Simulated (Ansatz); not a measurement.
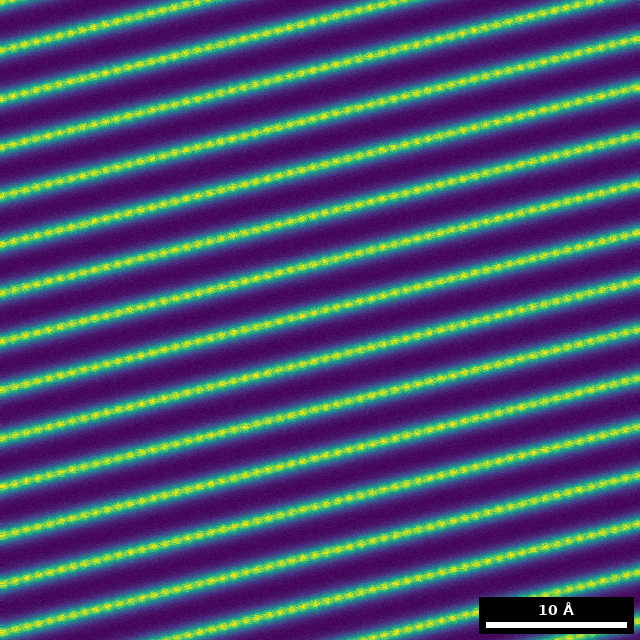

iDPC-like image of C (P6_3/mmc, No. 194). Simulated as the projected potential of neutral atoms (B = 0.5 Å²) blurred by a 0.50 Å probe, the thin-sample limit of integrated differential phase contrast. Shot noise and a slight drift were added. Model: the geometry given to an electronic-structure calculation, possibly off equilibrium; the starting structure was generated, so it need not be a known form of this composition.

```
C
1.0
     1.70911    0.00000    0.00000
    -0.85455    1.48013    0.00000
     0.00000    0.00000   13.51565
C
4
Direct
  0.00000 0.00000 0.00000
  0.00000 0.00000 0.50000
  0.33333 0.66667 0.25000
  0.66667 0.33333 0.75000
```

### Along which zone axis is the crystal seen: [210], [310], [100] or [211]? (Directions equivalent by symmetry count as one.)

[210]. The projected cells are 0.85 × 3.38 Å, 90° for [210]; 0.56 × 13.52 Å, 90° for [310]; 1.48 × 13.52 Å, 90° for [100]; 1.68 × 1.68 Å, 119° for [211], and the image repeats as the [210] one does.
